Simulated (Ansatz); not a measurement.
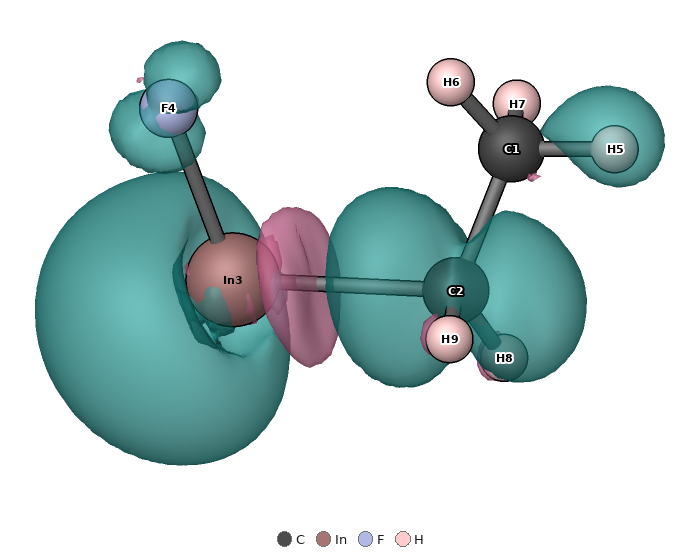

C2H5FIn (SMILES C[CH2][In][F]) (doublet). Isosurfaces of the spin density at +0.015 (teal) and −0.015 e/Å³ (pink), seen across its widest extent.

Geometry: PBE0-D4/def2-TZVP; core potentials replace the inner electrons of In.

The calculation used UKS PBE0-D4/def2-TZVPP (Ansatz 0.2.0).

```xyz
9

C     0.2965    0.9047    0.1003
C    -0.7683   -0.0584   -0.3615
In   -0.3119   -2.1202    0.5220
F     1.6784   -2.1954    0.5545
H     0.1799    1.8711   -0.4064
H     1.3014    0.5371   -0.1151
H     0.2380    1.0981    1.1738
H    -1.7825    0.1898   -0.0530
H    -0.7430   -0.2731   -1.4316
```

Q: Describe the spin distribution.

A: The unpaired spin (1 electron) lies mostly on In3 (about 0.5) and C2 (about 0.3), in electrons by Hirshfeld's partition.
